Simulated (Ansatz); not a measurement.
**C3H2ClF (SMILES FC1=CC1Cl) at PBE-QIDH/def2-SVP**

Aim: the electronic atomisation energy of C3H2ClF at PBE-QIDH/def2-SVP, from 5 runs. 

The results are computed with Ansatz 0.2.0.

70 further runs of the same task are left out: 70 set aside as unsound or not needed. Runs told in other sessions of the task aren't counted.

**1. The structure to begin with**

C3H2ClF has 7 atoms, charge 0, and is taken as a singlet. SMILES: `FC1=CC1Cl`. The coordinates come from a PBE0-D4/def2-TZVP relaxation.

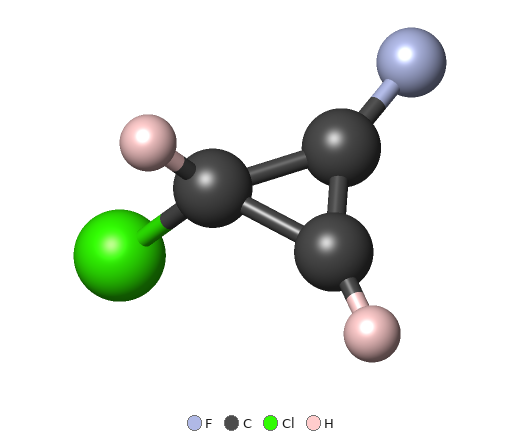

Viewed from a chosen angle; fluorine light blue, carbon dark grey, chlorine green, hydrogen pink.

**2. The energy at PBE-QIDH/def2-SVP**

molecule.yaml

```yaml
crystal:
  periodic: [false, false, false]
  atoms:
    - symbol: F
      position_ang: [0.416000, -2.094500, -0.334400]
    - symbol: C
      position_ang: [0.254800, -0.851400, 0.006900]
    - symbol: C
      position_ang: [0.154700, 0.033300, 0.937200]
    - symbol: C
      position_ang: [0.000700, 0.474100, -0.491600]
    - symbol: Cl
      position_ang: [-1.623600, 0.912000, -1.122900]
    - symbol: H
      position_ang: [0.123900, 0.365700, 1.959300]
    - symbol: H
      position_ang: [0.734800, 1.092800, -1.000200]
basis:
  gaussian: {orbitals: def2-SVP}
hamiltonian: {xc: {name: PBE-QIDH}}
correlation: {frozen_orbitals: {C: 1, Cl: 5, F: 1, H: 0}}
accuracy: high
output: {orbitals: {seedname: orbitals}}
```

The run is started by

```
$ ansatz run molecule.yaml --threads 1 --pin off --max-ram 2610MiB --events-out events.jsonl --progress --plain --runs-dir runs
```

The log of the run:

```text
Warning: RAYON_NUM_THREADS=1 ignored (pool sized by the plan → 1); use --threads N
Functional definition: PBE-QIDH
  name "PBE-QIDH"
  parameter a = 3^(-1/3)
  parameter c = 1/3
  exchange = (1 - a)*pbe_x + a*exact_x
  correlation = (1 - c)*pbe_c + c*(mp2_os + mp2_ss)
1846 factors; integrals over basis functions are off by at most 3.8e-9 eV
mean field evaluation 1: about -18347.3416 eV, gradient 2.4e1 eV
mean field evaluation 2: about -18347.4322 eV, gradient 2.4e1 eV
mean field evaluation 4: about -18348.8139 eV, gradient 3.8e0 eV
mean field evaluation 8: about -18348.8542 eV, gradient 7.5e-2 eV
mean field evaluation 16: about -18348.8542 eV, gradient 8.4e-5 eV
mean field -18348.85421823 eV, -674.3079552198 hartree, gradient 4.4e-8 eV, S^2 0.000000; 0 other end points of the search recorded, 0 dependent functions left out
9 core orbitals not correlated: weight in the atoms' cores, before any rotation towards them, 1.000 or more for the frozen orbitals, at most 0.000 for the correlated occupied ones
reference -18348.85421891 eV, -674.3079552448 hartree; 14, 14 occupied and 61, 61 virtual orbitals, 1846 factors
second order -21.75121498 eV of doubles, -0.00000000 eV of singles
Total energy: -18356.10462390 eV, -674.5744027138 hartree
```

It took 4.8 s on 1 thread of Intel Xeon 6975P-C (Granite Rapids), shared host; peak memory 0.28 GiB.

**3. The C atom at the same level**

job.yaml

```yaml
basis:
  gaussian:
    orbitals: def2-SVP
crystal:
  periodic: [false, false, false]
  atoms:
    - {symbol: C, position_ang: [0.000000, 0.000000, 0.000000]}
total_charge: 0
magnetization:
  spin_polarized: true
  initial_magnetization: 2
hamiltonian:
  xc: {name: PBE-QIDH}
correlation:
  frozen_orbitals: {C: 1}
accuracy: high
```

The run is started by

```
$ ansatz run job.yaml --threads 1 --pin off --max-ram 2610MiB --events-out events.jsonl --progress --plain --runs-dir runs
```

The log of the run:

```text
Warning: RAYON_NUM_THREADS=1 ignored (pool sized by the plan → 1); use --threads N
Functional definition: PBE-QIDH
  name "PBE-QIDH"
  parameter a = 3^(-1/3)
  parameter c = 1/3
  exchange = (1 - a)*pbe_x + a*exact_x
  correlation = (1 - c)*pbe_c + c*(mp2_os + mp2_ss)
95 factors; integrals over basis functions are off by at most 2.0e-9 eV
mean field evaluation 1: about -1026.5280 eV, gradient 4.4e0 eV
mean field evaluation 2: about -1026.5283 eV, gradient 4.4e0 eV
mean field evaluation 4: about -1026.6707 eV, gradient 1.0e-1 eV
mean field evaluation 8: about -1026.6708 eV, gradient 2.6e-4 eV
mean field -1026.67075698 eV, -37.7294544164 hartree, gradient 6.0e-8 eV, S^2 2.004073; 0 other end points of the search recorded, 0 dependent functions left out
1 core orbitals not correlated: weight in the atoms' cores, before any rotation towards them, 1.000 or more for the frozen orbitals, at most 0.000 for the correlated occupied ones
reference -1026.67075744 eV, -37.7294544336 hartree; 3, 1 occupied and 10, 12 virtual orbitals, 95 factors
second order -1.55993602 eV of doubles, -0.00000000 eV of singles
Total energy: -1027.19073612 eV, -37.7485632974 hartree
```

It took 0.16 s on 1 thread of Intel Xeon 6975P-C (Granite Rapids), shared host.

**4. The Cl atom**

in.yaml

```yaml
crystal:
  periodic: [false, false, false]
  atoms:
    - {symbol: Cl, position_ang: [0.000000, 0.000000, 0.000000]}
basis:
  gaussian: {orbitals: def2-SVP}
magnetization: {spin_polarized: true, initial_magnetization: 1}
hamiltonian: {xc: {name: PBE-QIDH}}
correlation: {frozen_orbitals: {Cl: 5}}
accuracy: high
```

Run the same way, it converges to -459.73865 Eh (log not shown).

**5. The F atom, same level**

job.yaml

```yaml
crystal:
  periodic: [false, false, false]
  atoms:
    - {symbol: F, position_ang: [0.000000, 0.000000, 0.000000]}
basis:
  gaussian:
    orbitals: def2-SVP
magnetization:
  spin_polarized: true
  initial_magnetization: 1
hamiltonian:
  xc: {name: PBE-QIDH}
correlation:
  frozen_orbitals: {F: 1}
accuracy: high
```

Run the same way, it converges to -99.51840 Eh (log not shown).

**6. The H atom at the same level**

in.yaml

```yaml
crystal:
  periodic: [false, false, false]
  atoms:
    - symbol: H
      position_ang: [0.000000, 0.000000, 0.000000]
basis:
  gaussian: {orbitals: def2-SVP}
magnetization: {spin_polarized: true, initial_magnetization: 1}
hamiltonian: {xc: {name: PBE-QIDH}}
correlation: {frozen_orbitals: {H: 0}}
accuracy: high
```

Run the same way, it converges to -0.50124 Eh (log not shown).

**7. Summary of results**

Level: PBE-QIDH/def2-SVP, 9 core orbitals frozen.

| quantity | value |
| --- | --- |
| molecule: total energy | -674.57440 Eh |
| molecule: HOMO energy (SCF part's orbitals) | -10.00 eV |
| molecule: LUMO energy (SCF part's orbitals) | 2.23 eV |
| molecule: HOMO–LUMO gap (SCF part's orbitals) | 12.23 eV |
| C atom: total energy | -37.74856 Eh |
| C atom: ⟨S²⟩ | 2.004 |
| Cl atom: total energy | -459.73865 Eh |
| Cl atom: ⟨S²⟩ | 0.754 |
| F atom: total energy | -99.51840 Eh |
| F atom: ⟨S²⟩ | 0.752 |
| H atom: total energy | -0.50124 Eh |
| H atom: ⟨S²⟩ | 0.750 |
| electronic atomisation energy | 29.094 eV |

What this shows: Taking the molecule apart into free atoms costs 29.09 eV (2807 kJ/mol), before zero-point energy and without spin-orbit coupling.
